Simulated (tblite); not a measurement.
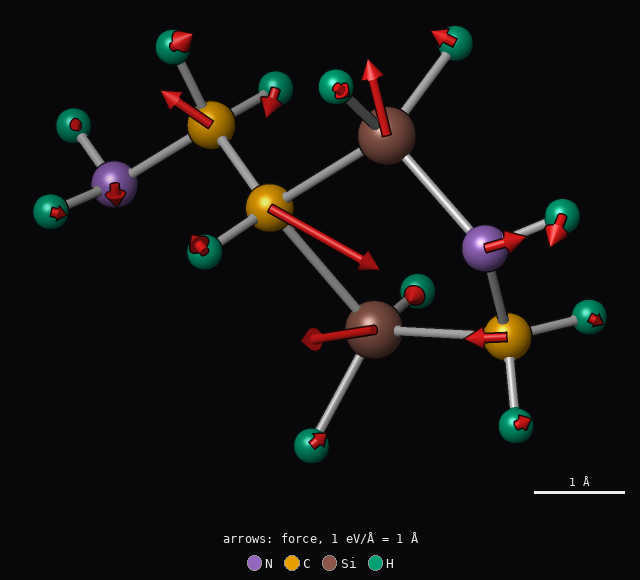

Starting geometry of C₃H₁₂N₂Si₂ with the computed forces as red arrows. The picture is a ball-and-stick view, seen at a tilt.

The calculation used GFN2-xTB geometry optimisation, gas phase in tblite. 

Question: Is this structure relaxed? If not, where do the atoms go?

Answer: It isn't relaxed: the largest force vector, on a C atom, is 1.45 eV/Å. The final displacements have little in common with the starting forces (cosine between the two patterns 0.23). The energy falls by 0.335 eV in 76 geometry steps. The atom that moves furthest after the best rigid fit is an H atom (0.55 Å). Largest moves by element: H 0.55 Å, N 0.36 Å, Si 0.19 Å, C 0.16 Å. Some distances before and after: C–Si 1.936 → 1.903 Å, H–Si 1.488 → 1.464 Å, C–Si 1.905 → 1.921 Å, C–C 1.507 → 1.518 Å. Bond angles that change, for instance: Si–N–H 111.8° → 121.7°, N–Si–H 106.8° → 116.2°, Si–C–Si 95.9° → 104.9°.
